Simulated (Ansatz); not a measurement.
# Single-point calculation of C$_{2}$H$_{7}$B$_{2}$F

- system: C$_{2}$H$_{7}$B$_{2}$F, SMILES CBB(C)F
- method: RKS r2SCAN-D4/def2-TZVPP (Ansatz 0.2.0)

The geometry comes from this level: PBE0-D4/def2-TZVP. Figures and captions count atoms from 1; the log counts them from 0 in places.

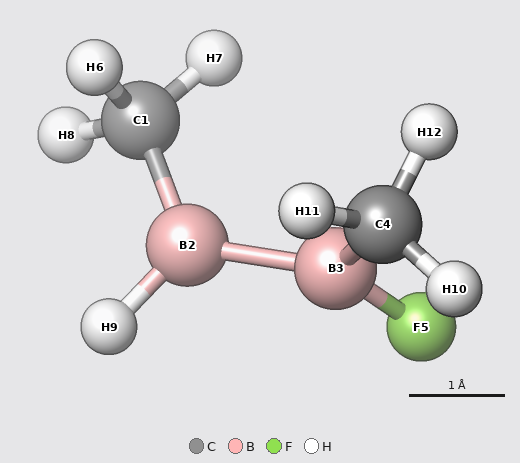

Fig. 1: The structure as given in the input (ball-and-stick view, seen at a tilt; atoms are numbered from 1 in the order of the input).

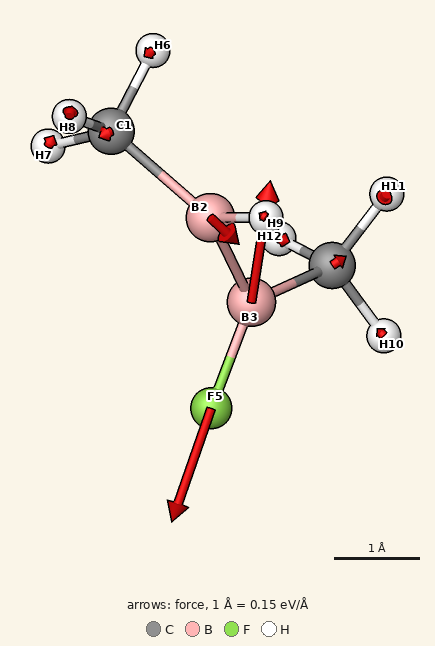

Fig. 2: Forces on the atoms as red arrows (ball-and-stick view, seen at a tilt; atoms are numbered from 1 in the order of the input). The largest act on B3 (0.23 eV/Å); F5 (0.22 eV/Å); B2 (0.08 eV/Å). The geometry is not a stationary point of this energy.

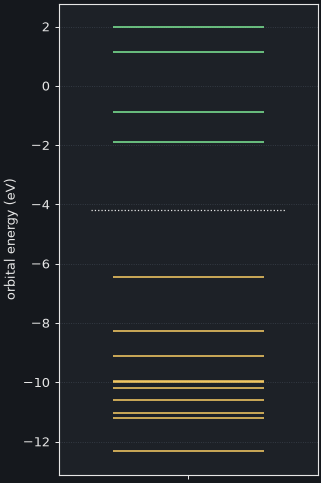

Fig. 3: Orbital energies near the frontier; the dotted line parts filled from empty levels, and levels within 0.02 eV of each other stand side by side. Highest filled −6.44 eV, lowest empty −1.91 eV, 4.53 eV apart.

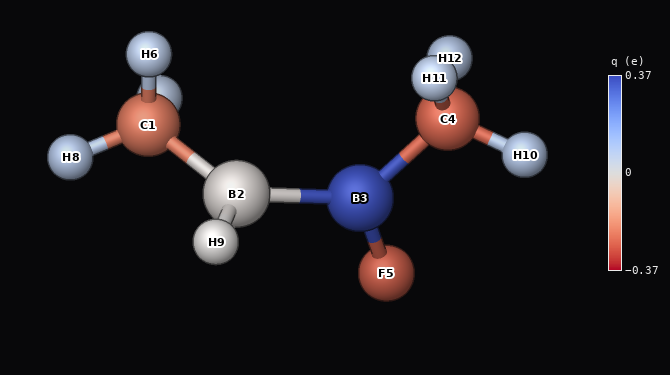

Fig. 4: Mulliken charges, as the colour of each atom (ball-and-stick view, seen on its broad side; atoms are numbered from 1 in the order of the input). By element: C −0.26 to −0.22, B −0.01 to +0.35, F −0.26 and H 0.00 to +0.07 e.

These pictures come from the run below.

**The input**
```yaml
crystal:
  periodic: [false, false, false]
  atoms:
    - {symbol: C, position_ang: [-1.601817, -0.408106, 1.053257]}
    - {symbol: B, position_ang: [-0.458459, 0.605640, 0.745851]}
    - {symbol: B, position_ang: [1.042842, 0.193228, 0.089721]}
    - {symbol: C, position_ang: [1.325836, -0.004139, -1.438137]}
    - {symbol: F, position_ang: [2.076856, -0.009690, 0.921763]}
    - {symbol: H, position_ang: [-2.246988, -0.359776, 0.158977]}
    - {symbol: H, position_ang: [-1.304817, -1.451984, 1.167515]}
    - {symbol: H, position_ang: [-2.245743, -0.110889, 1.884509]}
    - {symbol: H, position_ang: [-0.710631, 1.773836, 0.904934]}
    - {symbol: H, position_ang: [2.345882, 0.285590, -1.706657]}
    - {symbol: H, position_ang: [0.619014, 0.509098, -2.093476]}
    - {symbol: H, position_ang: [1.235024, -1.077807, -1.654055]}
basis:
  gaussian: {orbitals: def2-TZVPP}
hamiltonian: {xc: r2scan, dispersion: d4}
output: {forces: true, orbitals: {seedname: orbitals}}
```

Run as:
```bash
ansatz run in.yaml --threads 4 --pin off --events-out ev --progress --plain --max-ram 10444MiB
```

**Log**
```
Functional definition: r2SCAN
  name "r2SCAN"
  cite "Furness, Kaplan, Ning, Perdew & Sun, J. Phys. Chem. Lett. 11, 8208 (2020) doi:10.1021/acs.jpclett.0c02405"
  cite "Furness, Kaplan, Ning, Perdew & Sun, J. Phys. Chem. Lett. 11, 9248 (2020) doi:10.1021/acs.jpclett.0c03077"
  parent r2scan
  parameter k0 = 0.174
  parameter k1 = 0.065
  parameter a1 = 4.9479
  exchange = r2scan_x(k0 = k0, k1 = k1, a1 = a1)
  correlation = r2scan_c
1267 factors; their error is unknown
mean field evaluation 1: about -6244.7736 eV, gradient 7.7e1 eV
mean field evaluation 2: about -6237.7187 eV, gradient 8.8e1 eV
mean field evaluation 4: about -6257.7425 eV, gradient 2.8e0 eV
mean field evaluation 8: about -6257.7712 eV, gradient 1.8e-1 eV
mean field evaluation 16: about -6257.7405 eV, gradient 4.7e-4 eV
mean field -6257.74053589 eV, -229.9677230450 hartree, gradient 3.7e-5 eV, S^2 0.000000; 0 other end points of the search recorded, 0 dependent functions left out
the calculation of the forces begins
reference -6257.74054986 eV, -229.9677235585 hartree; 19, 19 occupied and 234, 234 virtual orbitals, 1267 factors
Total energy: -6257.78797109 eV, -229.9694662566 hartree
Atom 0 at    -1.601817    -0.408106     1.053257 Å, force    -0.000224    -0.005268     0.029180 eV/Å
Atom 1 at    -0.458459     0.605640     0.745851 Å, force     0.070346     0.016388    -0.037498 eV/Å
Atom 2 at     1.042842     0.193228     0.089721 Å, force    -0.215377     0.046055    -0.073100 eV/Å
Atom 3 at     1.325836    -0.004139    -1.438137 Å, force    -0.007980     0.013386    -0.027733 eV/Å
Atom 4 at     2.076856    -0.009690     0.921763 Å, force     0.173810    -0.036234     0.124604 eV/Å
Atom 5 at    -2.246988    -0.359776     0.158977 Å, force     0.003807    -0.005821     0.020645 eV/Å
Atom 6 at    -1.304817    -1.451984     1.167515 Å, force    -0.019310     0.011379    -0.010131 eV/Å
Atom 7 at    -2.245743    -0.110889     1.884509 Å, force    -0.008511    -0.012703    -0.023244 eV/Å
Atom 8 at    -0.710631     1.773836     0.904934 Å, force    -0.008953    -0.013466     0.002730 eV/Å
Atom 9 at     2.345882     0.285590    -1.706657 Å, force    -0.014360    -0.012585     0.001206 eV/Å
Atom 10 at     0.619014     0.509098    -2.093476 Å, force     0.021316    -0.024665    -0.002402 eV/Å
Atom 11 at     1.235024    -1.077807    -1.654055 Å, force     0.005435     0.023534    -0.004258 eV/Å
Dipole moment:    -0.248483    -0.076877    -0.189110 e Å
```

**Summary**

| quantity | value |
| --- | --- |
| outcome | converged |
| total energy | −6257.7880 eV |
| mean-field energy | −6257.7405 eV |
| dispersion energy | −0.0474 eV |
| SCF solution under orbital rotations | stable |
| HOMO | −6.44 eV |
| LUMO | −1.91 eV |
| largest force (length of the vector) | 0.232 eV/Å |
| dipole moment | 1.54 D |
| hardware | 4 threads of Arm Neoverse V2, 23 GiB of memory available, shared host |
| wall time | 3.5 s (CPU time 12 s) |
| peak memory | 0.3 GiB |
